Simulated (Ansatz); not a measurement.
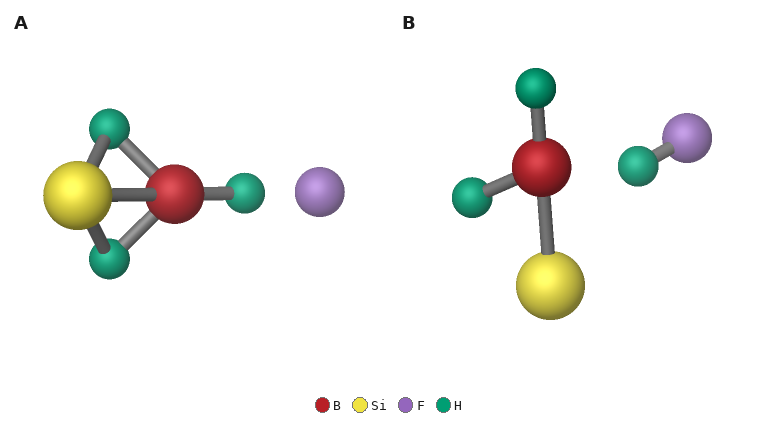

2 stationary structures of one formula. Charge −1, singlet. Geometries: PBE-D4/def2-SVPD. Electronic energies: PBE-D4/def2-SVPD (Ansatz 0.2.0), without zero-point energy. No frequency run is at hand to confirm each as a minimum.

### Which is lowest in energy, and by how much?

B is lowest (C1); A lies 93.7 kJ/mol above it.
